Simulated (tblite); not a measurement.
# C5H11Si2: the cost of one run

The runs use tblite 0.8.0 and PySCF 2.14.0, with density-fitted response routines of our own; the level of theory stands in each step. All values are computed, except where a source is named. Atoms count from 0, in the outputs and in this text.

## Step 1: The molecule as given

18 atoms, charge 0, multiplicity 2; geometry from: force field or distance geometry start.

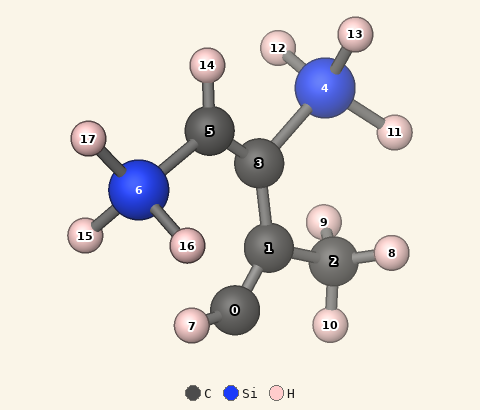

The starting geometry (carbon dark grey, silicon blue, hydrogen pink), atoms numbered.

## Step 2: Optimising the geometry with GFN2-xTB

The job: settings as JSON, then the geometry in Å.

```
{"job": {"kind": "relax", "xc": "GFN2-xTB", "basis": "xTB"}, "charge": 0, "multiplicity": 2}
C     -0.716900     1.896100    -0.172500
C     -0.724200     0.655300    -0.365900
C     -1.906800     0.130800    -1.171900
C      0.172500    -0.409700     0.023200
Si    -0.247600    -2.176900    -0.478500
C      1.271600    -0.313500     0.719600
Si     1.915200     1.286700     1.344500
H     -0.136800     2.586800     0.296500
H     -2.573600    -0.353900    -0.428900
H     -1.560800    -0.509800    -1.971900
H     -2.443100     1.003200    -1.574300
H     -1.691300    -2.213200    -0.863900
H      0.605300    -2.562700    -1.584500
H     -0.068100    -2.981700     0.728700
H      1.880400    -1.193700     0.964100
H      2.150900     2.192300     0.204600
H      0.881400     1.850900     2.264600
H      3.183100     1.119400     2.054800
```

On the command line:

```
$ OMP_NUM_THREADS=1 python probes_run.py task.json out
```

The driver reads the jobs from task.json and runs them one after another.

Q: Estimate the wall time of this first job on 1 thread of AMD EPYC 7B13, shared host.

About 1.7 s.
